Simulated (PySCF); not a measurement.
**One shape, several levels: singlet CaBr+**

Aim: a comparison of 6 runs (M06-2X/cc-pVTZ, M06-L/cc-pVTZ, PBE/cc-pVTZ, TPSS/cc-pVTZ, r2SCAN/cc-pVTZ, CCSD(T)/cc-pVTZ) of singlet CaBr+. 

The calculation is run with PySCF 2.14.0.

8 further runs of the same task are left out: 5 that didn't finish, 3 set aside as unsound or not needed.

**1. The molecule**

CaBr+: 2 atoms, total charge +1, spin state singlet. SMILES of the parent species: `[Ca][Br]`. The coordinates come from a PBE0-D4/def2-TZVP relaxation. That shape belongs to the parent species and isn't relaxed for this state.

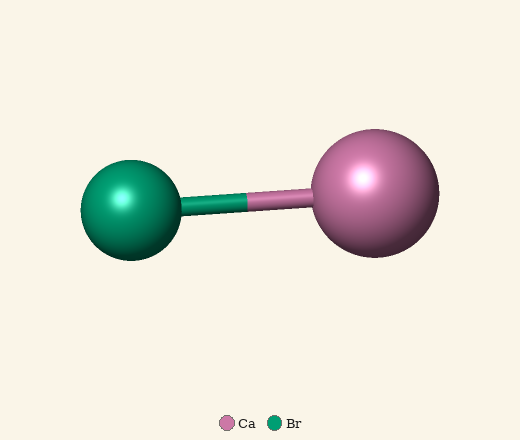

Viewed from a chosen angle; calcium pink, bromine teal.

**2. A single-point energy at M06-2X/cc-pVTZ (run 1)**

The input, calc.py:

```python
from pyscf import gto, dft

mol = gto.M(
    atom=[
    ('Ca', (0.000000, -0.000000, 0.018570)),
    ('Br', (-0.000000, 0.000000, 2.614140)),
],
    max_memory=1860,
    basis='cc-pvtz',
    charge=1,
    verbose=3,
    spin=0,
)

ks = dft.RKS(mol)
ks.xc = 'm06-2x'
ks.conv_tol = 1e-10
ks.grids.level = 5
ks.kernel()
if not ks.converged:
    ks = ks.newton().run(ks.mo_coeff, ks.mo_occ)

energy = ks.e_tot
print('E(%s) = %.9f' % ('M06-2X', energy))
```

Launch:

```sh
$ OMP_NUM_THREADS=1 python calc.py
```

Log:

```text
converged SCF energy = -3251.67643980041
E(M06-2X) = -3251.676439800
```

It took 14 s on 1 thread of Arm Neoverse V2, shared host; peak memory 0.43 GiB.

**3. A single-point energy at M06-L/cc-pVTZ (run 2)**

The input, input.py:

```python
from pyscf import gto, dft

mol = gto.M(
    atom='''
Ca     0.000000     0.000000     0.035092
Br     0.000000     0.000000     4.940009
''',
    verbose=4,
    basis='cc-pvtz',
    charge=1,
    spin=0,
    max_memory=1860,
    unit='bohr',
)

mf = dft.RKS(mol)
mf.xc = 'm06-l'
mf.grids.level = 5
mf.conv_tol = 1e-10
mf.kernel()
if not mf.converged:
    mf = mf.newton().run(mf.mo_coeff, mf.mo_occ)

energy = mf.e_tot
print('E(%s) = %.9f' % ('M06-L', energy))
```

Launch:

```sh
$ OMP_NUM_THREADS=1 python input.py
```

Log:

```text
PySCF version 2.14.0

[INPUT] num. atoms = 2
[INPUT] num. electrons = 54
[INPUT] charge = 1
[INPUT] spin (= nelec alpha-beta = 2S) = 0
[INPUT] symmetry False subgroup None
[INPUT] Mole.unit = bohr
[INPUT] Symbol           X                Y                Z      unit          X                Y                Z       unit  Magmom
[INPUT]  1 Ca     0.000000000000   0.000000000000   0.018569886686 AA    0.000000000000   0.000000000000   0.035092000000 Bohr   0.0
[INPUT]  2 Br     0.000000000000   0.000000000000   2.614140184540 AA    0.000000000000   0.000000000000   4.940009000000 Bohr   0.0

nuclear repulsion = 142.713933793375
number of shells = 20
number of NR pGTOs = 210
number of NR cGTOs = 86
basis = cc-pvtz
ecp = {}

******** <class 'pyscf.dft.rks.RKS'> ********
method = RKS
initial guess = minao
damping factor = 0
level_shift factor = 0
DIIS = <class 'pyscf.scf.diis.CDIIS'>
diis_start_cycle = 1
diis_space = 8
diis_damp = 0
SCF conv_tol = 1e-10
SCF conv_tol_grad = None
SCF max_cycles = 50
direct_scf = True
direct_scf_tol = 1e-13
XC library pyscf.dft.libxc version 7.0.0
    S. Lehtola, C. Steigemann, M. J.T. Oliveira, and M. A.L. Marques.,  SoftwareX 7, 1–5 (2018)
XC functionals = m06-l
    Y. Zhao and D. G. Truhlar.,  Theor. Chem. Acc. 120, 215 (2008)
radial grids:
    Treutler-Ahlrichs [JCP 102, 346 (1995); DOI:10.1063/1.469408] (M4) radial grids

becke partition: Becke, JCP 88, 2547 (1988); DOI:10.1063/1.454033
pruning grids: <function nwchem_prune>
grids dens level: 5
symmetrized grids: False
atomic radii adjust function: <function treutler_atomic_radii_adjust>
small_rho_cutoff = 0
Set gradient conv threshold to 1e-05
Initial guess from minao.
tot grids = 89472
init E= -3250.71005949249
  HOMO = -0.319828445202965  LUMO = -0.128181138978712  gap/eV = 5.21499
cycle= 1 E= -3251.50590952188  delta_E= -0.796  |g|= 0.288  |ddm|= 1.46
  HOMO = -0.358375688309641  LUMO = -0.327070978766106  gap/eV = 0.85184
cycle= 2 E= -3250.33172033146  delta_E= 1.17  |g|=  2.1  |ddm|= 1.67
  HOMO = -0.378599381249149  LUMO = -0.274119754678052  gap/eV = 2.84304
cycle= 3 E= -3251.52417644187  delta_E= -1.19  |g|= 0.217  |ddm|= 1.18
  HOMO = -0.403336786598683  LUMO = -0.264855710246608  gap/eV = 3.76826
cycle= 4 E= -3251.54348670823  delta_E= -0.0193  |g|= 0.035  |ddm|= 0.235
  HOMO = -0.400879442022511  LUMO = -0.26584529419555  gap/eV = 3.67447
cycle= 5 E= -3251.54369265629  delta_E= -0.000206  |g|= 0.00513  |ddm|= 0.0315
  HOMO = -0.400961822951081  LUMO = -0.266359398906675  gap/eV = 3.66272
cycle= 6 E= -3251.54369591975  delta_E= -3.26e-06  |g|= 0.00201  |ddm|= 0.00694
  HOMO = -0.400880968206848  LUMO = -0.26637321674033  gap/eV = 3.66014
cycle= 7 E= -3251.54369724685  delta_E= -1.33e-06  |g|= 0.000543  |ddm|= 0.0025
  HOMO = -0.400827787466036  LUMO = -0.266336224731304  gap/eV = 3.65970
cycle= 8 E= -3251.54369731421  delta_E= -6.74e-08  |g|= 0.000101  |ddm|= 0.000769
  HOMO = -0.400824857172025  LUMO = -0.26634715321221  gap/eV = 3.65932
cycle= 9 E= -3251.54369731749  delta_E= -3.28e-09  |g|= 3.02e-05  |ddm|= 0.000173
  HOMO = -0.400820466491299  LUMO = -0.266344750859667  gap/eV = 3.65927
cycle= 10 E= -3251.54369731777  delta_E= -2.81e-10  |g|= 5.2e-06  |ddm|= 4.9e-05
  HOMO = -0.400821658355312  LUMO = -0.266343693996544  gap/eV = 3.65933
cycle= 11 E= -3251.54369731778  delta_E= -5.91e-12  |g|= 1.76e-06  |ddm|= 1.41e-05
  HOMO = -0.400820854877915  LUMO = -0.266344008636575  gap/eV = 3.65930
Extra cycle  E= -3251.54369731778  delta_E= 5e-12  |g|= 3.59e-06  |ddm|= 5.4e-06
converged SCF energy = -3251.54369731778
E(M06-L) = -3251.543697318
```

It took 14 s on 1 thread of Arm Neoverse V2, shared host; peak memory 0.43 GiB.

**4. The energy at PBE/cc-pVTZ (run 3)**

The input, run.py:

```python
from pyscf import gto, dft

molecule = gto.Mole()
molecule.atom = '''
Ca       0.000000       0.000000       0.018570
Br       0.000000       0.000000       2.614140
'''
molecule.basis = 'cc-pvtz'
molecule.verbose = 4
molecule.max_memory = 1860
molecule.charge = 1
molecule.build()

mf = dft.RKS(molecule, xc='pbe')
mf.grids.level = 5
mf.conv_tol = 1e-10
mf.kernel()
if not mf.converged:
    mf = mf.newton().run(mf.mo_coeff, mf.mo_occ)

e_tot = mf.e_tot
print('Final energy', e_tot)
```

Launch:

```sh
$ OMP_NUM_THREADS=1 python run.py
```

Log:

```text
PySCF version 2.14.0

[INPUT] num. atoms = 2
[INPUT] num. electrons = 54
[INPUT] charge = 1
[INPUT] spin (= nelec alpha-beta = 2S) = 0
[INPUT] symmetry False subgroup None
[INPUT] Mole.unit = angstrom
[INPUT] Symbol           X                Y                Z      unit          X                Y                Z       unit  Magmom
[INPUT]  1 Ca     0.000000000000   0.000000000000   0.018570000000 AA    0.000000000000   0.000000000000   0.035092214133 Bohr   0.0
[INPUT]  2 Br     0.000000000000   0.000000000000   2.614140000000 AA    0.000000000000   0.000000000000   4.940008651271 Bohr   0.0

nuclear repulsion = 142.713950170483
number of shells = 20
number of NR pGTOs = 210
number of NR cGTOs = 86
basis = cc-pvtz
ecp = {}

******** <class 'pyscf.dft.rks.RKS'> ********
method = RKS
initial guess = minao
damping factor = 0
level_shift factor = 0
DIIS = <class 'pyscf.scf.diis.CDIIS'>
diis_start_cycle = 1
diis_space = 8
diis_damp = 0
SCF conv_tol = 1e-10
SCF conv_tol_grad = None
SCF max_cycles = 50
direct_scf = True
direct_scf_tol = 1e-13
XC library pyscf.dft.libxc version 7.0.0
    S. Lehtola, C. Steigemann, M. J.T. Oliveira, and M. A.L. Marques.,  SoftwareX 7, 1–5 (2018)
XC functionals = pbe
    J. P. Perdew, K. Burke, and M. Ernzerhof.,  Phys. Rev. Lett. 77, 3865 (1996)
    J. P. Perdew, K. Burke, and M. Ernzerhof.,  Phys. Rev. Lett. 78, 1396 (1997)
    J. P. Perdew, K. Burke, and M. Ernzerhof.,  Phys. Rev. Lett. 77, 3865 (1996)
    J. P. Perdew, K. Burke, and M. Ernzerhof.,  Phys. Rev. Lett. 78, 1396 (1997)
radial grids:
    Treutler-Ahlrichs [JCP 102, 346 (1995); DOI:10.1063/1.469408] (M4) radial grids

becke partition: Becke, JCP 88, 2547 (1988); DOI:10.1063/1.454033
pruning grids: <function nwchem_prune>
grids dens level: 5
symmetrized grids: False
atomic radii adjust function: <function treutler_atomic_radii_adjust>
small_rho_cutoff = 0
Set gradient conv threshold to 1e-05
[... 1 set-up line as earlier in the session ...]
tot grids = 89472
init E= -3250.2082993642
  HOMO = -0.317517322397302  LUMO = -0.128579282702375  gap/eV = 5.14127
cycle= 1 E= -3250.99340840579  delta_E= -0.785  |g|= 0.313  |ddm|= 1.57
  HOMO = -0.360398936009968  LUMO = -0.34364990328241  gap/eV = 0.45576
cycle= 2 E= -3248.81849218575  delta_E= 2.17  |g|= 2.82  |ddm|= 2.07
  HOMO = -0.370896565853312  LUMO = -0.306585558081145  gap/eV = 1.74999
cycle= 3 E= -3250.9628477158  delta_E= -2.14  |g|= 0.422  |ddm|= 1.42
  HOMO = -0.406705220986736  LUMO = -0.298364964677253  gap/eV = 2.94809
cycle= 4 E= -3251.03380468225  delta_E= -0.071  |g|= 0.0657  |ddm|= 0.417
  HOMO = -0.40257586153594  LUMO = -0.296838477790775  gap/eV = 2.87726
cycle= 5 E= -3251.03417679463  delta_E= -0.000372  |g|= 0.0231  |ddm|= 0.0515
  HOMO = -0.404291077288918  LUMO = -0.295845524431332  gap/eV = 2.95095
cycle= 6 E= -3251.03437340208  delta_E= -0.000197  |g|= 0.00398  |ddm|= 0.0249
  HOMO = -0.404472107608488  LUMO = -0.295981273421537  gap/eV = 2.95219
cycle= 7 E= -3251.0343776426  delta_E= -4.24e-06  |g|= 0.000584  |ddm|= 0.00355
  HOMO = -0.404402318808196  LUMO = -0.29599959868641  gap/eV = 2.94979
cycle= 8 E= -3251.03437777317  delta_E= -1.31e-07  |g|= 0.000113  |ddm|= 0.000663
  HOMO = -0.404406379435863  LUMO = -0.296008873974178  gap/eV = 2.94965
cycle= 9 E= -3251.03437777625  delta_E= -3.09e-09  |g|= 2.9e-05  |ddm|= 0.000118
  HOMO = -0.404406115243268  LUMO = -0.296005683716045  gap/eV = 2.94973
cycle= 10 E= -3251.03437777661  delta_E= -3.54e-10  |g|= 2.8e-06  |ddm|= 4.18e-05
  HOMO = -0.404406467930854  LUMO = -0.29600595831748  gap/eV = 2.94973
cycle= 11 E= -3251.03437777661  delta_E= -1.82e-12  |g|= 2.04e-07  |ddm|= 3.93e-06
  HOMO = -0.404406409035301  LUMO = -0.296006009417005  gap/eV = 2.94973
Extra cycle  E= -3251.03437777661  delta_E= 4.55e-13  |g|= 6.12e-07  |ddm|= 9.55e-07
converged SCF energy = -3251.03437777661
Final energy -3251.0343777766093
```

It took 8.7 s on 1 thread of Arm Neoverse V2, shared host; peak memory 0.4 GiB.

Runs 4 to 5 aren't shown in full; the table further down has their settings and results.

**5. A single-point energy at CCSD(T)/cc-pVTZ (run 6)**

The input, calc.py:

```python
from pyscf import gto, scf, cc

mol = gto.Mole()
mol.atom = 'Ca 0.000000 -0.000000 0.018570; Br -0.000000 0.000000 2.614140'
mol.max_memory = 1860
mol.basis = 'cc-pvtz'
mol.verbose = 4
mol.charge = 1
mol.build()

calc0 = scf.RHF(mol)
calc0.conv_tol = 1e-10
calc0.kernel()
if not calc0.converged:
    calc0 = calc0.newton().run(calc0.mo_coeff, calc0.mo_occ)

mycc = cc.CCSD(calc0, frozen=14)
mycc.kernel()
e_t = mycc.ccsd_t()
etot = mycc.e_tot + e_t
print(f'total energy: {etot:.8f} hartree')
```

Launch:

```sh
$ OMP_NUM_THREADS=1 python calc.py
```

Log:

```text
PySCF version 2.14.0

[INPUT] num. atoms = 2
[INPUT] num. electrons = 54
[INPUT] charge = 1
[INPUT] spin (= nelec alpha-beta = 2S) = 0
[INPUT] symmetry False subgroup None
[INPUT] Mole.unit = angstrom
[INPUT] Symbol           X                Y                Z      unit          X                Y                Z       unit  Magmom
[INPUT]  1 Ca     0.000000000000   0.000000000000   0.018570000000 AA    0.000000000000   0.000000000000   0.035092214133 Bohr   0.0
[INPUT]  2 Br     0.000000000000   0.000000000000   2.614140000000 AA    0.000000000000   0.000000000000   4.940008651271 Bohr   0.0

nuclear repulsion = 142.713950170483
number of shells = 20
number of NR pGTOs = 210
number of NR cGTOs = 86
basis = cc-pvtz
ecp = {}

[... 39 lines left out ...]
converged SCF energy = -3249.11145239229
[... 12 lines left out ...]
Init t2, MP2 energy = -3249.49940443126  E_corr(MP2) -0.387952038964475
[... 12 lines left out ...]
CCSD converged
[... 2 lines left out ...]
total energy: -3249.53395912 hartree
```

It took 23 s on 1 thread of Arm Neoverse V2, shared host; peak memory 0.35 GiB.

**6. All runs side by side**

| run | level | integration grid | frozen core orbitals | energy (Eh) | HOMO energy (eV) | LUMO energy (eV) | HOMO–LUMO gap (eV) | wall time |
| --- | --- | --- | --- | --- | --- | --- | --- | --- |
| 1 | M06-2X/cc-pVTZ | 5 | – | -3251.676440 | -13.10 | -7.15 | 5.94 | 14 s |
| 2 | M06-L/cc-pVTZ | 5 | – | -3251.543697 | -10.91 | -7.25 | 3.66 | 14 s |
| 3 | PBE/cc-pVTZ | 5 | – | -3251.034378 | -11.00 | -8.05 | 2.95 | 8.7 s |
| 4 | TPSS/cc-pVTZ | 5 | – | -3251.579655 | -11.03 | -7.87 | 3.16 | 14 s |
| 5 | r2SCAN/cc-pVTZ | 5 | – | -3251.597165 | -11.15 | -7.20 | 3.95 | 14 s |
| 6 | CCSD(T)/cc-pVTZ | – | 14 | -3249.533959 | -14.49 | -5.57 | 8.92 | 23 s |

**7. Outcome**

| quantity | value |
| --- | --- |
| run 6: total energy | -3249.53396 Eh |
| run 6: HOMO energy (Hartree–Fock orbitals) | -14.49 eV |
| run 6: LUMO energy (Hartree–Fock orbitals) | -5.57 eV |
| run 6: HOMO–LUMO gap (Hartree–Fock orbitals) | 8.92 eV |
| run 6: correlation energy (14 core orbitals frozen) | -422.5 mEh |
| run 6: (T) correction | -11.88 mEh |
| run 6: T1 diagnostic | 0.008 |

In words: Over runs 1, 2, 3, 4, 5 the HOMO–LUMO gap runs from 2.95 eV (PBE/cc-pVTZ) to 5.94 eV (M06-2X/cc-pVTZ). Totals of different functionals can't be ranked against each other. All runs together took 88 s, the longest 23 s.
